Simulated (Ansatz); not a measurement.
SiH4

| atom | x (Å) | y (Å) | z (Å) |
| --- | --- | --- | --- |
| Si | -0.0136 | -0.1472 | -1.4268 |
| H | -1.1439 | 0.5185 | -0.7315 |
| H | 1.0501 | 0.8497 | -1.7082 |
| H | -0.4938 | -0.7329 | -2.7039 |
| H | 0.5336 | -1.2239 | -0.5632 |

Geometry: PBE0-D4/def2-TZVP.

Level of theory: RKS PBE0-D4/def2-TZVPPD (Ansatz 0.2.0).

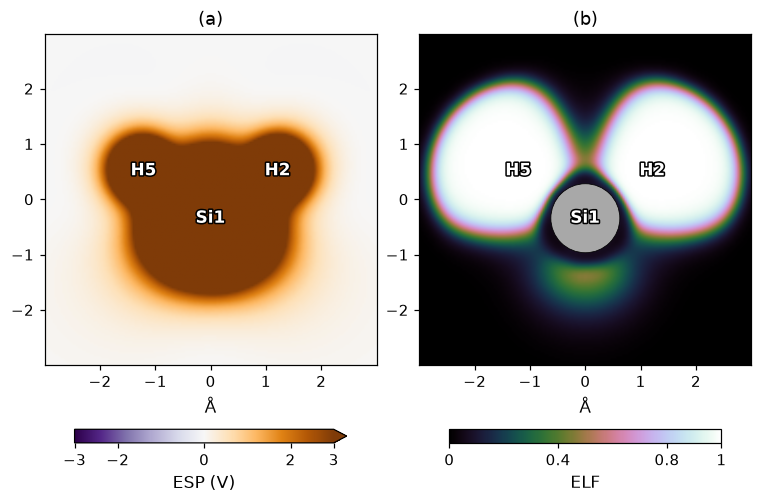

Figure 1. (a) molecular electrostatic potential; (b) ELF on the plane of atoms H2, Si1 and H5. Grey discs cover the atomic cores in the ELF map.

Interpret the plot.

Answer. The section cuts through Si and H sites. Si–H (1.48 Å): the ELF climbs to about 1 towards the hydrogen, as it does in any bond to H. The potential has no marked negative region in this plane.

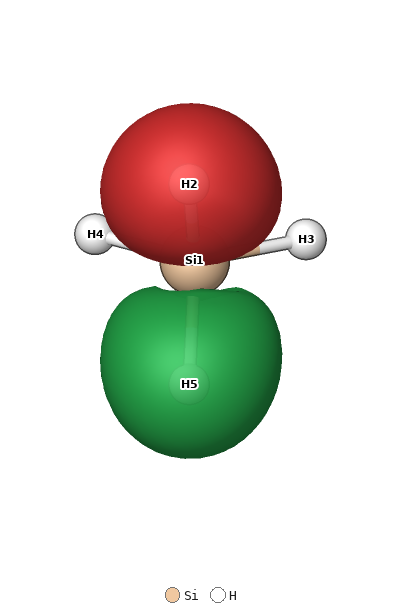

Figure 2. The HOMO at ±0.15 Å⁻³ᐟ² (green and red are the two phases), seen at a tilt.

What is the character of this orbital?

Answer. By Hirshfeld shares it lies mainly on Si1 (about 45 %), H2 (about 25 %) and H5 (about 25 %). It is one of a degenerate set, so its orientation is arbitrary. Its energy is −9.86 eV.
